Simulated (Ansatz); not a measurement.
**CH7AlBGeN: density, localisation and related maps**

```yaml
atoms:
  - { symbol: B, position_ang: [-1.4220, -0.1288, 1.4700] }
  - { symbol: C, position_ang: [-1.0214, 0.2271, 0.1167] }
  - { symbol: Al, position_ang: [0.2244, -1.3827, 0.8000] }
  - { symbol: Ge, position_ang: [0.9087, 0.6005, -0.2691] }
  - { symbol: N, position_ang: [1.1981, 0.6962, -2.0885] }
  - { symbol: H, position_ang: [-0.4636, -0.5491, 2.2361] }
  - { symbol: H, position_ang: [-2.4673, -0.1934, 2.0348] }
  - { symbol: H, position_ang: [-1.7590, 0.4224, -0.6569] }
  - { symbol: H, position_ang: [0.1877, -2.9544, 0.9466] }
  - { symbol: H, position_ang: [1.3490, 1.9515, 0.3143] }
  - { symbol: H, position_ang: [1.8511, 1.4225, -2.3470] }
  - { symbol: H, position_ang: [1.4915, -0.1667, -2.5229] }
```

Geometry: PBE0-D4/def2-TZVP.

Level of theory: Ansatz 0.2.0, RKS PBE0-D4/def2-TZVPP.

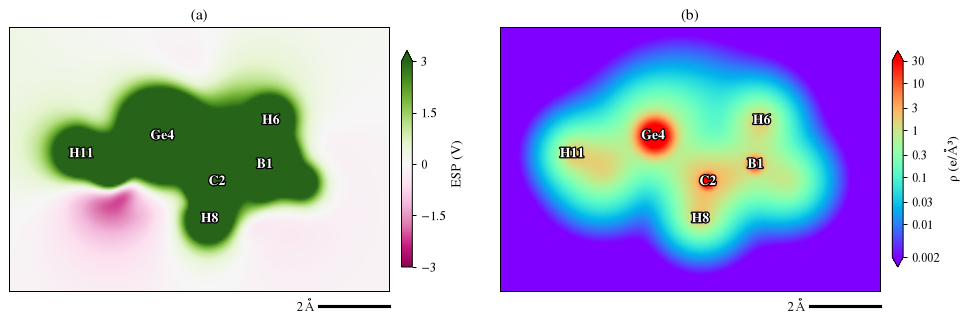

Figure 1. (a) molecular electrostatic potential; (b) electron density on the plane of atoms Ge4, C2 and H8.

### What does the map show?

Atoms in the plane: B, C, Ge and H.
C–B (1.46 Å): the density is about 1.7 e/Å³ at the midpoint.
C–Ge (2.00 Å): ρ is about 0.78 e/Å³ halfway.
Outside the dense part of the molecule the potential is most negative (−2.1 V) near N5, which lies off the plane.

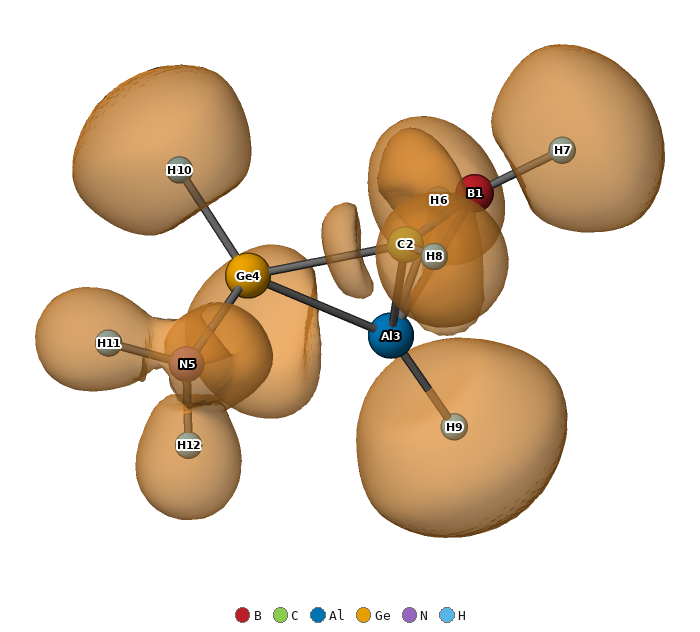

Figure 2. Isosurface of the electron localisation function at 0.8 (orange), seen at a tilt. Only the valence region is drawn (cores and ρ < 0.01 e/Å³ removed).

### What do the ELF domains correspond to?

The surface consists of one region between bonded B–C atoms (shared pairs), five regions around hydrogen nuclei, one lobe of the valence shell of C pointing towards Ge (polar bonds), one lobe on Al, pointing away from the bonds (lone pairs) and one joined region spread over several atoms (H, N), in which their bonds and any lone pairs are merged.


C–B (1.46 Å): the ELF peaks at about 0.95 between the atoms, as expected for a covalent bond. Ge–N (1.84 Å): the ELF peaks at about 0.90 in the valence shell of N, 0.7 Å from its nucleus, and is about 0.45 at the midpoint.

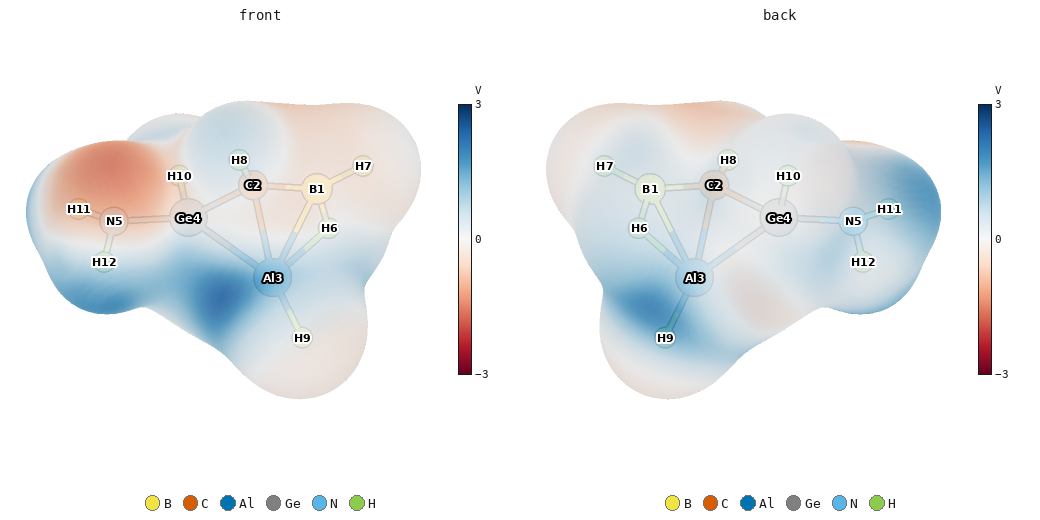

Figure 3. The molecular electrostatic potential painted on the density surface at 0.002 e/bohr³, seen from the front and from behind; the colour scale runs from red (negative) to blue (positive).

### Describe the electrostatic potential map.

The most negative region (about −1.5 V) lies over N5, the most positive (about +2.2 V) over Al3. N5 is the likeliest acceptor of a hydrogen bond.

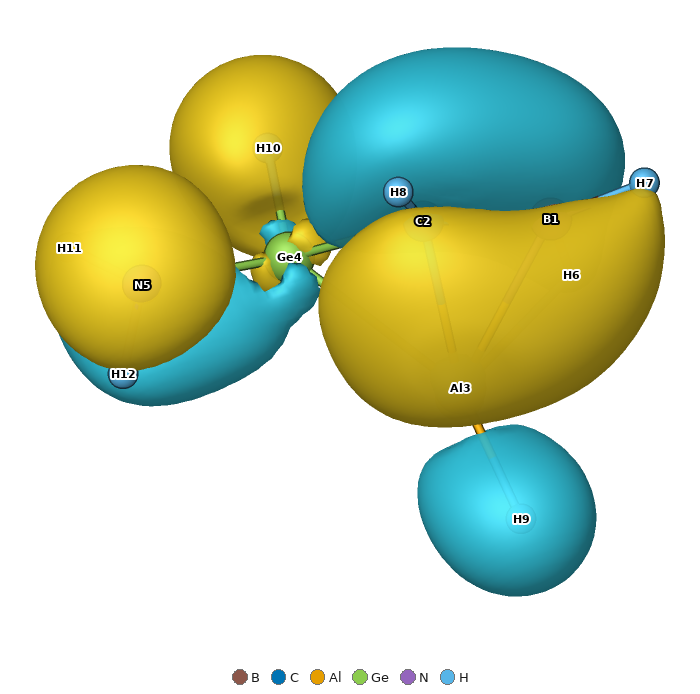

Figure 4. The HOMO−1 at ±0.06 Å⁻³ᐟ² (yellow and cyan are the two phases), seen across its widest extent.

### Where does this orbital lie, and at what energy?

By Hirshfeld shares it lies mainly on C2 (about 30 %), B1 (about 20 %), N5 (about 15 %), Al3 (about 10 %), Ge4 (about 10 %) and H10 (about 5 %). Its energy is −7.41 eV.
